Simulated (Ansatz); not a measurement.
**CH2FNOSn (SMILES O=C=[N][SnH2][F]) at revPBE/def2-SVP (core potential)**

Aim: the energy change on altering one bond length of CH2FNOSn at revPBE/def2-SVP (core potential), from 2 runs. 

Program for the calculation: Ansatz 0.2.0.

143 further runs of the same task are left out: 2 that didn't finish, 141 set aside as unsound or not needed.

## (1) Starting point

CH2FNOSn: 7 atoms, total charge 0, spin state singlet. SMILES: `O=C=[N][SnH2][F]`. Geometry: relaxed at PBE0-D4/def2-TZVP. This is one conformer, not always the lowest.

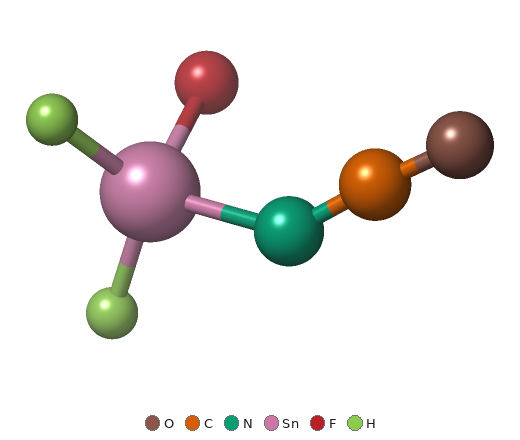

Viewed from a chosen angle; oxygen brown, carbon orange, nitrogen teal, tin pink, fluorine red, hydrogen green.

## (2) The energy at revPBE/def2-SVP (core potential)

job.yaml reads:

```yaml
crystal:
  periodic: [false, false, false]
  atoms:
    - symbol: O
      position_ang: [-0.221700, -2.869300, -0.931600]
    - symbol: C
      position_ang: [-0.121500, -1.906800, -0.283800]
    - symbol: "N"
      position_ang: [-0.020900, -0.958200, 0.449400]
    - symbol: Sn
      position_ang: [0.157400, 1.031600, 0.318500]
    - symbol: F
      position_ang: [-0.877100, 1.510000, -1.220100]
    - symbol: H
      position_ang: [-0.618600, 1.696100, 1.665200]
    - symbol: H
      position_ang: [1.763800, 1.428500, -0.043200]
basis:
  gaussian: {orbitals: def2-SVP}
accuracy: high
hamiltonian: {xc: {name: revPBE}}
output: {orbitals: {seedname: orbitals}}
```

Command:

```console
ansatz run job.yaml --threads 1 --pin off --max-ram 3480MiB --events-out events.jsonl --progress --plain --runs-dir runs
```

Output:

```text
Warning: RAYON_NUM_THREADS=1 ignored (pool sized by the plan → 1); use --threads N
Functional definition: revPBE
  name "revPBE"
  parameter kappa = 1.245
  parameter beta = 0.06672455060314922
  exchange = pbe_x(kappa = kappa, mu = beta*pi^2/3)
  correlation = pbe_c(beta = beta)
2102 factors; integrals over basis functions are off by at most 3.3e-9 eV
mean field evaluation 1: about -13140.3939 eV, gradient 6.7e1 eV
mean field evaluation 2: about -13109.7338 eV, gradient 1.4e2 eV
mean field evaluation 4: about -13148.5985 eV, gradient 1.3e1 eV
mean field evaluation 8: about -13148.9018 eV, gradient 8.0e-1 eV
mean field evaluation 16: about -13148.8940 eV, gradient 4.4e-5 eV
mean field -13148.89397839 eV, -483.2129410653 hartree, gradient 4.5e-8 eV, S^2 0.000000; 0 other end points of the search recorded, 0 dependent functions left out
reference -13148.89398287 eV, -483.2129412301 hartree; 27, 27 occupied and 65, 65 virtual orbitals, 2102 factors
Total energy: -13148.89398287 eV, -483.2129412301 hartree
```

Run time: 7.8 s. Hardware: 1 thread of Arm Neoverse V2, shared host; peak memory 0.24 GiB.

## (3) The distorted shape, same level

molecule.yaml reads:

```yaml
crystal:
  periodic: [false, false, false]
  atoms:
    - {symbol: O, position_ang: [-0.066518, -2.941063, -0.700799]}
    - {symbol: C, position_ang: [0.033682, -1.978563, -0.052999]}
    - {symbol: "N", position_ang: [0.134282, -1.029963, 0.680201]}
    - {symbol: Sn, position_ang: [0.312582, 0.959837, 0.549301]}
    - {symbol: F, position_ang: [-0.877100, 1.510000, -1.220100]}
    - {symbol: H, position_ang: [-0.463418, 1.624337, 1.896001]}
    - {symbol: H, position_ang: [1.918982, 1.356737, 0.187601]}
basis:
  gaussian:
    orbitals: def2-SVP
total_charge: 0
hamiltonian:
  xc: {name: revPBE}
accuracy: high
output: {orbitals: {seedname: orbitals}}
```

Command:

```console
ansatz run molecule.yaml --threads 1 --pin off --max-ram 3480MiB --events-out events.jsonl --progress --plain --runs-dir runs
```

Output (excerpt; [...] marks lines left out):

```text
Warning: RAYON_NUM_THREADS=1 ignored (pool sized by the plan → 1); use --threads N
[... 6 set-up lines as earlier in the session ...]
2092 factors; integrals over basis functions are off by at most 3.3e-9 eV
mean field evaluation 1: about -13139.2729 eV, gradient 6.9e1 eV
mean field evaluation 2: about -13050.4748 eV, gradient 2.2e2 eV
mean field evaluation 4: about -13147.4948 eV, gradient 2.4e1 eV
mean field evaluation 8: about -13148.5251 eV, gradient 4.1e-1 eV
mean field evaluation 16: about -13148.5156 eV, gradient 2.0e-4 eV
mean field -13148.51557444 eV, -483.1990349767 hartree, gradient 7.1e-8 eV, S^2 0.000000; 0 other end points of the search recorded, 0 dependent functions left out
reference -13148.51557895 eV, -483.1990351424 hartree; 27, 27 occupied and 65, 65 virtual orbitals, 2092 factors
Total energy: -13148.51557895 eV, -483.1990351424 hartree
```

Run time: 7.2 s. Hardware: 1 thread of Arm Neoverse V2, shared host; peak memory 0.24 GiB.

## (4) What came out

At revPBE/def2-SVP (core potential):

```
                                                          quantity          value
                                         first shape: total energy  -483.21294 Eh
                                          first shape: HOMO energy       -6.99 eV
                                          first shape: LUMO energy       -1.61 eV
                                        first shape: HOMO–LUMO gap        5.38 eV
                                     distorted shape: total energy  -483.19904 Eh
                                      distorted shape: HOMO energy       -7.17 eV
                                      distorted shape: LUMO energy       -2.61 eV
                                    distorted shape: HOMO–LUMO gap        4.56 eV
energy change with the Sn4–F5 bond stretched from 1.915 to 2.202 Å       0.378 eV
```

With the Sn4–F5 bond stretched from 1.915 to 2.202 Å the energy rises by 0.38 eV (36.5 kJ/mol). The first shape isn't relaxed at this level, so the change isn't measured from a minimum.
